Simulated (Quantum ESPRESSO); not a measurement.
# Cost against accuracy: conv_thr for Cs (Im-3m, 1 atom in the cell)

```xyz
1
Lattice="-3.1597 3.1597 3.1597 3.1597 -3.1597 3.1597 3.1597 3.1597 -3.1597" Properties=species:S:1:pos:R:3 pbc="T T T"
Cs     0.0000     0.0000     0.0000
```

Computed with PBEsol, PseudoDojo standard norm-conserving (PBESOL) pseudopotentials (plane waves; Quantum ESPRESSO).

Base settings: ecutwfc = 50 Ry; occupations = smearing; smearing = marzari-vanderbilt; degauss = 0.0073499 Ry; potentials = {Cs: Cs.upf}; K_POINTS = automatic 8 8 8 1 1 1; conv_thr = 1e-10 Ry.

Misses are taken against the tightest run, 7.3e-14 Ry, which need not be fully converged itself. The energy is the free energy per atom.

The count of work is k-points × plane waves × bands × iterations; it is no time, and leaves out set-up, grids and terms that scale otherwise. 

The starting cell comes from a database of computed structures (which also holds hypothetical and non-ambient phases and stackings), without a prior relaxation at this level. Its lattice was rescaled by a random factor within 2.5 % of one.

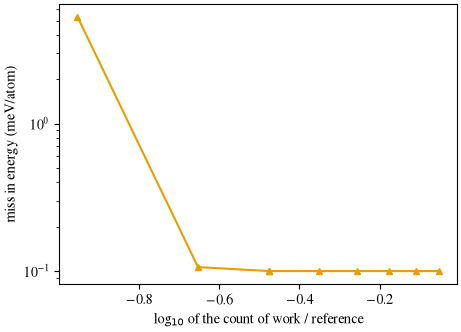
Figure: Miss against the count of work; the reference run is not drawn, and misses under 0.1 meV/atom are drawn there.

| conv_thr | energy less reference (meV/atom) | pressure less reference (GPa) | count of work / reference |
|---|---|---|---|
| 0.0073 Ry | 5.32 | -1.53 | 0.11 |
| 0.00073 Ry | 0.11 | 0.18 | 0.22 |
| 7.3e-05 Ry | 0.01 | 0.03 | 0.33 |
| 7.3e-06 Ry | 0.01 | 0.03 | 0.33 |
| 7.3e-07 Ry | 0.00 | -0.01 | 0.44 |
| 7.3e-08 Ry | 0.00 | 0.01 | 0.56 |
| 7.3e-10 Ry | 0.00 | 0.00 | 0.67 |
| 1e-10 Ry | 0.00 | 0.00 | 0.78 |
| 7.3e-12 Ry | 0.00 | 0.00 | 0.89 |
| 7.3e-14 Ry | 0.00 | 0.00 | 1.0 |

Coarsest setting among those run that, with all tighter ones, holds the energy within 2 meV/atom of the reference: 0.00073 Ry, off by 0.11 meV/atom; it needs 0.22 of the reference's count of work.

The step from 0.0073 Ry to 7.3e-06 Ry: it takes the miss in the energy from 5.3 to 0.01 meV/atom, for 3.0 times the count of work.
